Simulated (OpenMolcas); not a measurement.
# B3N3H6 (borazine) at 6 levels

Aim: a comparison of 6 runs (HF/def2-SVP, BHLYP/def2-SVP, PBE0/def2-SVP, SVWN5/def2-SVP, r2SCAN/def2-SVP, revPBE/def2-SVP) of B3N3H6 (borazine). 

Program for the calculation: OpenMolcas 26.06.

2 further runs of the same task are left out: 2 that didn't finish.

## (1) The structure to begin with

B3N3H6 has 12 atoms, charge 0, and is taken as a singlet. As SMILES, `B1NBNBN1`. The B1–H7 distance was set to 1.796 Å, away from the relaxed value. At this shape a bond of the SMILES string is far longer than usual.

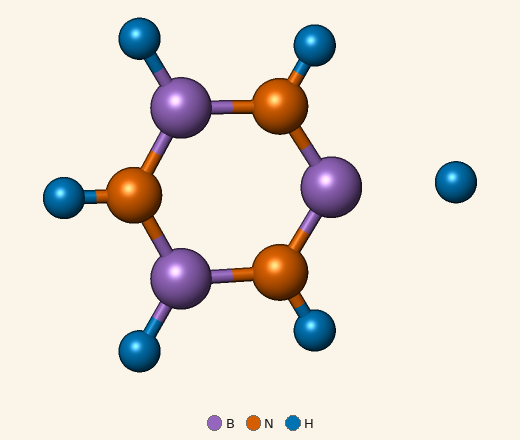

Viewed from a chosen angle; boron purple, nitrogen orange, hydrogen blue.

## (2) A single-point energy at HF/def2-SVP (run 1)

Contents of coord.xyz:

```xyz
12

B     -0.424937    -0.716319     0.148569
N      0.824833    -0.449709     0.778229
B      1.565783     0.745511     0.550399
N      1.005623     1.695361    -0.351521
B     -0.238867     1.491531    -1.014231
N     -0.928497     0.275081    -0.741931
H     -1.326890    -2.236960     0.463830
H      1.200513    -1.135339     1.411269
H      2.614233     0.943231     1.093589
H      1.510873     2.547111    -0.528161
H     -0.685957     2.307481    -1.767691
H     -1.809417     0.108941    -1.198371
```

Contents of calc.input:

```
* B3H6N3 Hartree-Fock
>>> EXPORT MOLCAS_PRINT=2
&GATEWAY
BasLib=$CurrDir
Coord=coord.xyz
Basis=def2-SVP
Group=NoSym
&SEWARD
&SCF
Thresholds=1e-10 1e-07 1e-07 1e-05
PrOrbitals=1 2
```

The basis set def2-SVP is read from a file made from the Basis Set Exchange's data (not shown).

Run with:

```bash
$ export MOLCAS_MEM=1860
$ pymolcas calc.input > calc.log
```

The log of the run:

```text
--- Start Module: gateway ---
[...]
--- Stop Module: gateway /rc=_RC_ALL_IS_WELL_ ---
--- Start Module: seward ---
[...]
      Basis functions          114
--- Stop Module: seward /rc=_RC_ALL_IS_WELL_ ---
[...]
--- Start Module: scf ---
[...]
       Convergence after  13 Iterations
[...]
::    Total SCF energy                               -240.9109203364
[...]
      Total spin, S                                     0.0000000000
[...]
      Total electronic charge=   42.000000
      Total            charge=   -0.000000
[...]
      Dipole Moment (debye):
      Origin of the operator (angstrom)=    0.2969    0.5006   -0.1038
                   X=  7.7166E-01               Y=  1.3011E+00               Z= -2.6986E-01           Total=  1.5366E+00
      Quadrupole Moment (debye*angstrom):
[...]
--- Stop Module: scf /rc=_RC_ALL_IS_WELL_ ---
[...]
```

Run time: 20 s. Hardware: 1 thread of Intel Xeon Platinum 8259CL at 2.50GHz (Skylake/Cascade Lake), shared host; peak memory 0.69 GiB.

## (3) The energy at BHLYP/def2-SVP (run 2)

Contents of input.xyz:

```xyz
12

B     -0.424937    -0.716319     0.148569
N      0.824833    -0.449709     0.778229
B      1.565783     0.745511     0.550399
N      1.005623     1.695361    -0.351521
B     -0.238867     1.491531    -1.014231
N     -0.928497     0.275081    -0.741931
H     -1.326890    -2.236960     0.463830
H      1.200513    -1.135339     1.411269
H      2.614233     0.943231     1.093589
H      1.510873     2.547111    -0.528161
H     -0.685957     2.307481    -1.767691
H     -1.809417     0.108941    -1.198371
```

Contents of test.inp:

```
* B3H6N3 Kohn-Sham DFT

&GATEWAY
 BASLIB
 $CurrDir
 COORD
 input.xyz
 BASIS
 def2-SVP
 GROUP
 NoSym

&SEWARD
 GRIDINPUT
 Grid=UltraFine
 End of Grid

&SCF
 KSDFT
 HYB_GGA_XC_BHANDHLYP
 THRESHOLDS
 1e-10 1e-07 1e-07 1e-05
 PRORBITALS
 1 1
```

The basis set def2-SVP is read from a file made from the Basis Set Exchange's data (not shown).

Run with:

```bash
$ export MOLCAS_MEM=1860
$ pymolcas test.inp > test.log
```

The log of the run:

```text
--- Start Module: gateway ---
[...]
--- Stop Module: gateway /rc=_RC_ALL_IS_WELL_ ---
--- Start Module: seward ---
[...]
      Basis functions          114
--- Stop Module: seward /rc=_RC_ALL_IS_WELL_ ---
[...]
--- Start Module: scf ---
[...]
       Convergence after  14 Iterations
[...]
::    Total KS-DFT energy                            -242.2955175997
[...]
      Total spin, S                                     0.0000000000
[...]
      Total electronic charge=   42.000000
      Total            charge=   -0.000000
[...]
      Dipole Moment (debye):
      Origin of the operator (angstrom)=    0.2969    0.5006   -0.1038
                   X=  6.9097E-01               Y=  1.1650E+00               Z= -2.4164E-01           Total=  1.3759E+00
      Quadrupole Moment (debye*angstrom):
[...]
--- Stop Module: scf /rc=_RC_ALL_IS_WELL_ ---
[...]
```

Run time: 63 s. Hardware: 1 thread of Intel Xeon Platinum 8259CL at 2.50GHz (Skylake/Cascade Lake), shared host; peak memory 0.69 GiB.

Runs 3 to 5 aren't shown in full; the table further down has their settings and results.

## (4) The energy at revPBE/def2-SVP (run 6)

Contents of calc.inp:

```
* B3H6N3 Kohn-Sham DFT

&GATEWAY
 BasLib
 $CurrDir
 Coord
 12
 angstrom
 B       -0.424937      -0.716319       0.148569
 N        0.824833      -0.449709       0.778229
 B        1.565783       0.745511       0.550399
 N        1.005623       1.695361      -0.351521
 B       -0.238867       1.491531      -1.014231
 N       -0.928497       0.275081      -0.741931
 H       -1.326890      -2.236960       0.463830
 H        1.200513      -1.135339       1.411269
 H        2.614233       0.943231       1.093589
 H        1.510873       2.547111      -0.528161
 H       -0.685957       2.307481      -1.767691
 H       -1.809417       0.108941      -1.198371
 Basis
 def2-SVP
 Group
 NoSym

&SEWARD
 GridInput
 Grid=UltraFine
 End of Grid

&SCF
 KSDFT
 revPBE
 Thresholds
 1e-10 1e-07 1e-07 1e-05
 PrOrbitals
 1 1
```

The basis set def2-SVP is read from a file made from the Basis Set Exchange's data (not shown).

Run with:

```bash
$ export MOLCAS_MEM=1860
$ pymolcas calc.inp > calc.log
```

The log of the run:

```text
--- Start Module: gateway ---
[...]
--- Stop Module: gateway /rc=_RC_ALL_IS_WELL_ ---
--- Start Module: seward ---
[...]
      Basis functions          114
--- Stop Module: seward /rc=_RC_ALL_IS_WELL_ ---
[...]
--- Start Module: scf ---
[...]
       Convergence after  15 Iterations
[...]
::    Total KS-DFT energy                            -242.3463257556
[...]
      Total spin, S                                     0.0000000000
[...]
      Total electronic charge=   42.000000
      Total            charge=   -0.000000
[...]
      Dipole Moment (debye):
      Origin of the operator (angstrom)=    0.2969    0.5006   -0.1038
                   X=  6.6111E-01               Y=  1.1147E+00               Z= -2.3119E-01           Total=  1.3165E+00
      Quadrupole Moment (debye*angstrom):
[...]
--- Stop Module: scf /rc=_RC_ALL_IS_WELL_ ---
[...]
```

It took 65 s on 1 thread of Intel Xeon Platinum 8259CL at 2.50GHz (Skylake/Cascade Lake), shared host; peak memory 0.69 GiB.

## (5) The series

| run | level | integration grid | energy (Eh) | dipole moment (D) | HOMO energy (eV) | LUMO energy (eV) | wall time |
| --- | --- | --- | --- | --- | --- | --- | --- |
| 1 | HF/def2-SVP | – | -240.910920 | 1.54 | -10.64 | 4.08 | 20 s |
| 2 | BHLYP/def2-SVP | UltraFine | -242.295518 | 1.38 | -8.88 | 1.46 | 63 s |
| 3 | PBE0/def2-SVP | UltraFine | -242.130309 | 1.31 | -7.76 | 0.34 | 65 s |
| 4 | SVWN5/def2-SVP | UltraFine | -240.241761 | 1.17 | -6.56 | -0.88 | 48 s |
| 5 | r2SCAN/def2-SVP | UltraFine | -242.279605 | 1.35 | -6.81 | -0.30 | 99 s |
| 6 | revPBE/def2-SVP | UltraFine | -242.346326 | 1.32 | -6.48 | -0.57 | 65 s |

## (6) What came out

| quantity | value |
| --- | --- |
| run 6: total energy | -242.34633 Eh |
| run 6: dipole moment | 1.32 D |
| run 6: HOMO energy | -6.48 eV |
| run 6: LUMO energy | -0.57 eV |
| run 6: HOMO–LUMO gap | 5.91 eV |

What this shows: The dipole moment (its size) runs from 1.17 D (SVWN5/def2-SVP) to 1.54 D (HF/def2-SVP). The HOMO–LUMO gap runs from 5.68 eV (SVWN5/def2-SVP) to 14.72 eV (HF/def2-SVP). Exact exchange widens orbital gaps. Totals of different functionals can't be ranked against each other. All runs together took 6 min, the longest 99 s.
